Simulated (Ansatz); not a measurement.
# One shape, several levels: BH5S (SMILES [H]B([H])([H])<-S)

Wanted: a comparison of 6 runs (HF/STO-3G, UHF/STO-3G, B3LYP/STO-3G, SVWN5/STO-3G, CCSD/STO-3G, FCI/STO-3G) of BH5S. 

Program for the calculation: Ansatz 0.2.0.

43 further runs of the same task are left out: 43 set aside as unsound or not needed.

### Step 1. Starting point

BH5S: 7 atoms, total charge 0, spin state singlet. SMILES: `[H]B([H])([H])<-S`. The S2–B1 distance was set to 5.099 Å, away from the relaxed value. At this shape a bond of the SMILES string is far longer than usual.

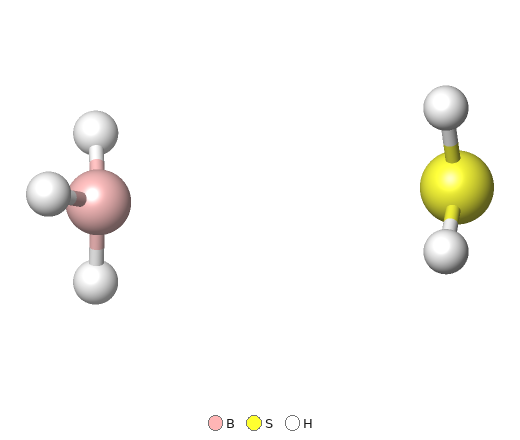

The structure, seen from a chosen angle (boron pink, sulfur yellow, hydrogen white).

### Step 2. A single-point energy at HF/STO-3G (run 1)

The input, molecule.yaml:

```yaml
crystal:
  periodic: [false, false, false]
  atoms:
    - {symbol: B, position_ang: [0.118000, -0.196135, -3.876323]}
    - {symbol: S, position_ang: [0.134050, -0.231310, 1.222430]}
    - {symbol: H, position_ang: [0.506250, 1.037510, 1.415020]}
    - {symbol: H, position_ang: [-1.154430, 0.067690, 1.414850]}
    - {symbol: H, position_ang: [1.270560, -0.195875, -4.134853]}
    - {symbol: H, position_ang: [-0.462630, 0.800675, -4.140993]}
    - {symbol: H, position_ang: [-0.450330, -1.198145, -4.137063]}
basis:
  gaussian:
    orbitals: STO-3G
hamiltonian:
  xc: hf
accuracy: high
```

On the command line:

```console
ansatz run molecule.yaml --threads 1 --pin off --max-ram 2610MiB --events-out events.jsonl --progress --plain --runs-dir runs
```

The log of the run:

```text
Warning: RAYON_NUM_THREADS=1 ignored (pool sized by the plan → 1); use --threads N
Functional definition: HF
  name "HF"
  exchange = exact_x
  correlation = 0
276 factors; integrals over basis functions are off by at most 2.1e-8 eV
mean field evaluation 1: about -11437.5485 eV, gradient 1.5e1 eV
mean field evaluation 2: about -11437.5565 eV, gradient 1.5e1 eV
mean field evaluation 4: about -11438.6511 eV, gradient 5.6e-1 eV
mean field evaluation 8: about -11438.6520 eV, gradient 8.5e-7 eV
mean field -11438.65197366 eV, -420.3627066353 hartree, gradient 4.5e-8 eV, S^2 0.000000; 0 other end points of the search recorded, 0 dependent functions left out
reference -11438.65197366 eV, -420.3627066353 hartree; 13, 13 occupied and 6, 6 virtual orbitals, 276 factors
Total energy: -11438.65197366 eV, -420.3627066353 hartree
```

Wall time 0.08 s (1 thread of Arm Neoverse V2, shared host).

### Step 3. The energy at UHF/STO-3G (run 2)

The input, input.yaml:

```yaml
crystal:
  periodic: [false, false, false]
  atoms:
    - symbol: B
      position_ang: [0.118000, -0.196135, -3.876323]
    - symbol: S
      position_ang: [0.134050, -0.231310, 1.222430]
    - symbol: H
      position_ang: [0.506250, 1.037510, 1.415020]
    - symbol: H
      position_ang: [-1.154430, 0.067690, 1.414850]
    - symbol: H
      position_ang: [1.270560, -0.195875, -4.134853]
    - symbol: H
      position_ang: [-0.462630, 0.800675, -4.140993]
    - symbol: H
      position_ang: [-0.450330, -1.198145, -4.137063]
basis:
  gaussian:
    orbitals: STO-3G
magnetization:
  spin_polarized: true
  initial_magnetization: 0
hamiltonian:
  xc: hf
accuracy: high
```

On the command line:

```console
ansatz run input.yaml --threads 1 --pin off --max-ram 2610MiB --events-out events.jsonl --progress --plain --runs-dir runs
```

The log of the run:

```text
Warning: RAYON_NUM_THREADS=1 ignored (pool sized by the plan → 1); use --threads N
[... 4 set-up lines as earlier in the session ...]
276 factors; integrals over basis functions are off by at most 2.1e-8 eV
mean field evaluation 1: about -11437.5485 eV, gradient 1.1e1 eV
mean field evaluation 2: about -11437.5565 eV, gradient 1.1e1 eV
mean field evaluation 4: about -11438.6511 eV, gradient 4.0e-1 eV
mean field evaluation 8: about -11438.6520 eV, gradient 9.7e-7 eV
mean field -11438.65197366 eV, -420.3627066353 hartree, gradient 4.3e-8 eV, S^2 0.000000; 0 other end points of the search recorded, 0 dependent functions left out
reference -11438.65197366 eV, -420.3627066353 hartree; 13, 13 occupied and 6, 6 virtual orbitals, 276 factors
Total energy: -11438.65197366 eV, -420.3627066353 hartree
```

Wall time 0.08 s (1 thread of Arm Neoverse V2, shared host).

Runs 3 to 5 aren't shown in full; the table further down has their settings and results.

### Step 4. A single-point energy at FCI/STO-3G (run 6)

The input, run.yaml:

```yaml
basis:
  gaussian:
    orbitals: STO-3G
crystal:
  periodic: [false, false, false]
  atoms:
    - symbol: B
      position_ang: [0.118000, -0.196135, -3.876323]
    - symbol: S
      position_ang: [0.134050, -0.231310, 1.222430]
    - symbol: H
      position_ang: [0.506250, 1.037510, 1.415020]
    - symbol: H
      position_ang: [-1.154430, 0.067690, 1.414850]
    - symbol: H
      position_ang: [1.270560, -0.195875, -4.134853]
    - symbol: H
      position_ang: [-0.462630, 0.800675, -4.140993]
    - symbol: H
      position_ang: [-0.450330, -1.198145, -4.137063]
correlation:
  method: fci
  frozen_orbitals: {B: 1, H: 0, S: 5}
accuracy: high
```

On the command line:

```console
ansatz run run.yaml --threads 1 --pin off --max-ram 2610MiB --events-out events.jsonl --progress --plain --runs-dir runs
```

The log of the run:

```text
Warning: RAYON_NUM_THREADS=1 ignored (pool sized by the plan → 1); use --threads N
[... 4 set-up lines as earlier in the session ...]
276 factors; integrals over basis functions are off by at most 2.1e-8 eV
mean field evaluation 1: about -11437.5485 eV, gradient 1.5e1 eV
mean field evaluation 2: about -11437.5565 eV, gradient 1.5e1 eV
mean field evaluation 4: about -11438.6511 eV, gradient 5.6e-1 eV
mean field evaluation 8: about -11438.6520 eV, gradient 8.5e-7 eV
mean field -11438.65197366 eV, -420.3627066353 hartree, gradient 4.5e-8 eV, S^2 0.000000; 0 other end points of the search recorded, 0 dependent functions left out
6 core orbitals not correlated: weight in the atoms' cores, before any rotation towards them, 1.000 or more for the frozen orbitals, at most 0.000 for the correlated occupied ones
reference -11438.65197366 eV, -420.3627066353 hartree; 7, 7 occupied and 6, 6 virtual orbitals, 276 factors
state -11441.27162046 eV, -420.4589768795 hartree
Total energy: -11441.27162046 eV, -420.4589768795 hartree
```

It took 11 s on 1 thread of Arm Neoverse V2, shared host; peak memory 0.28 GiB.

### Step 5. All runs side by side

```csv
run,level,frozen core orbitals,energy (Eh),wall time
1,HF/STO-3G,–,-420.362707,0.08 s
2,UHF/STO-3G,–,-420.362707,0.08 s
3,B3LYP/STO-3G,–,-421.229088,0.97 s
4,SVWN5/STO-3G,–,-419.436621,0.58 s
5,CCSD/STO-3G,6,-420.458569,0.12 s
6,FCI/STO-3G,6,-420.458977,11 s
```

### Step 6. What came out

```
                                          quantity          value
                               run 6: total energy  -420.45898 Eh
run 6: correlation energy (6 core orbitals frozen)      -96.3 mEh
```

What this shows: Against full CI in this basis: HF +96.3 mEh; UHF +96.3 mEh; CCSD +0.4 mEh. Totals of different functionals can't be ranked against each other. In runs 1, 2, 3, 4, 5, 6 the basis is minimal, so the values are rough. All runs together took 13 s, the longest 11 s.
